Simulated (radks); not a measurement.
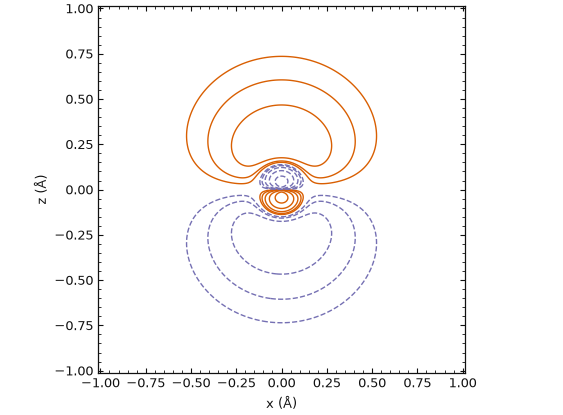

*The 3p(z) orbital of up spin. The radial function comes from the spherical calculation and is multiplied by a real spherical harmonic; the overall sign is chosen so that the largest lobe of P(r) is positive; at the scalar-relativistic level it is the large component. In the xz plane through the nucleus, contours of ψ are drawn, solid for positive and dashed for negative values, each about twice the one before. (1 bohr = 0.529 Å.)*

It has the nodal plane xy and 1 radial node, at r = 0.272 bohr. The outermost maximum of P² lies at 0.641 bohr, ⟨r⟩ = 0.757 bohr, 90 % of the charge lies within 1.16 bohr, and the eigenvalue is −126.8 eV, with 3 electrons in the shell for this spin.

**Atomic calculation for Ni³⁺**

The Ni³⁺ ion in the configuration [Ne] 3s2 3p5 3d7 4s1 (high spin). Computed at this level: scalar-relativistic Kohn-Sham, TASK exchange with Perdew-Wang LDA correlation, spin-polarised, spherical densities, finite nucleus (the in-house radial solver radks).

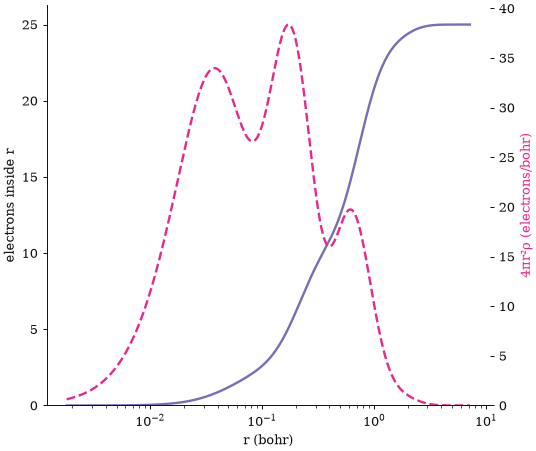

*The number of electrons inside radius r (solid) and the radial density 4πr²ρ (dashed).*

The count levels off at 25 electrons. Half of them lie within 0.499 bohr, 90 % within 1.23 bohr and 99 % within 2.50 bohr. The radial density has minima at 0.0821 and 0.400 bohr, where the count stands at 2.1 and 10.8; these part the shells that the density resolves.

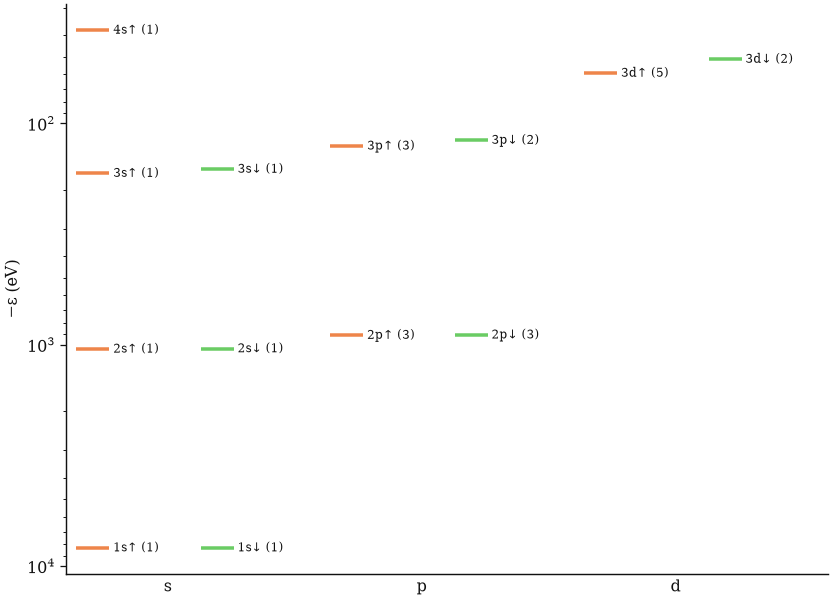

*All occupied levels, on a logarithmic scale of binding energy, are drawn by angular momentum (occupations in brackets, up spins at the left of each column and down spins at the right).*

The highest occupied level is 4s up at −37.9 eV. The highest 7 occupied levels, from the top down, are 4s up (−37.9 eV), 3d down (−51.4 eV), 3d up (−59.4 eV), 3p down (−119.4 eV), 3p up (−126.8 eV), 3s down (−161.3 eV), 3s up (−168.3 eV). The largest exchange splitting (down less up) among the shells drawn in both spins is that of 3d, 8.03 eV.

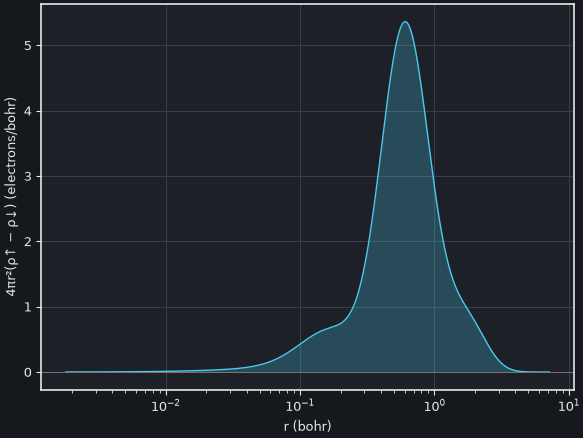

*The radial spin density.*

The curve integrates to 5 unpaired electrons, held by 3p (+1), 3d (+3) and 4s (+1). Its largest value, 5.36 electrons/bohr, lies near r = 0.61 bohr. Regions of the opposite sign are negligible.

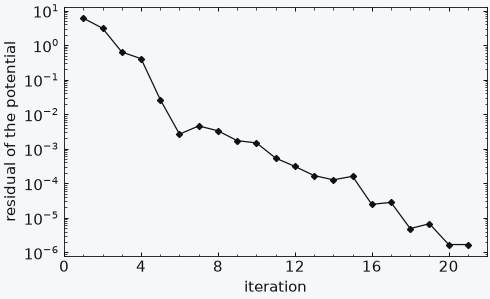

*Convergence: residual of the potential against the iteration.*

The residual falls almost steadily, with no more than small rises or pauses. It goes from 6.0 to 1.7×10⁻⁶ in 21 steps.

These pictures come from the run below.

### Input file
```
Z 28
configuration [Ne] 3s2 3p5 3d7 4s1 4p0 5s0
relativity scalar-relativistic
functional task,pw
spin polarised
nucleus finite rms 3.7757 fm
c 137.035999084
```

Energies in input and log are in hartree, lengths in bohr (the nuclear radius in fm).

The run was one of a batch that the task file lists, launched with:
```bash
python <driver script> task.json out
```

### Output
```
1s      1   1.0000        -304.86177423
2s      1   1.0000         -38.52370651
2p      1   3.0000         -33.40240784
3s      1   1.0000          -6.18658821
3p      1   3.0000          -4.66010655
3d      1   5.0000          -2.18268600
4s      1   1.0000          -1.39440589
4p      1   0.0000          -1.02242198
5s      1   0.0000          -0.40729156
1s      2   1.0000        -304.82823329
2s      2   1.0000         -38.38306781
2p      2   3.0000         -33.27943501
3s      2   1.0000          -5.92652551
3p      2   2.0000          -4.38895808
3d      2   2.0000          -1.88753384
4s      2   0.0000          -1.14081907
4p      2   0.0000          -0.86354494
5s      2   0.0000          -0.50649342
Etot -1515.037646505797
Ekin 1535.6933538792755
Encl -3592.616042448858
Eh 603.2299791241194
Exc -61.344937060334
err 1.6786864082716498e-06
it 21
```

### Orbitals

```tsv
orbital	occupation	energy (eV)	⟨r⟩ (bohr)	outer maximum (bohr)
1s up	1	−8295.7	0.05417	0.0354
1s down	1	−8294.8	0.05417	0.0354
2s up	1	−1048.3	0.2453	0.205
2s down	1	−1044.5	0.2447	0.204
2p up	3	−908.926	0.2156	0.165
2p down	3	−905.580	0.2150	0.165
3s up	1	−168.346	0.7292	0.636
3s down	1	−161.269	0.7347	0.639
3p up	3	−126.808	0.7570	0.641
3p down	2	−119.430	0.7635	0.645
3d up	5	−59.394	0.8363	0.606
3d down	2	−51.362	0.8527	0.617
4s up	1	−37.944	2.012	1.81
```

### Results in brief

| quantity | value |
| --- | --- |
| outcome | converged |
| total energy | −1515.0376 hartree |
| kinetic energy | 1535.6934 hartree |
| electron–nucleus energy | −3592.6160 hartree |
| Hartree energy | 603.229979 hartree |
| exchange–correlation energy | −61.344937 hartree |
| radius at density 0.001 e/bohr³ | 3.20 bohr |
| SCF iterations | 21 |
| hardware | 1 thread of Arm Neoverse V2, 23 GiB of memory available, shared host |
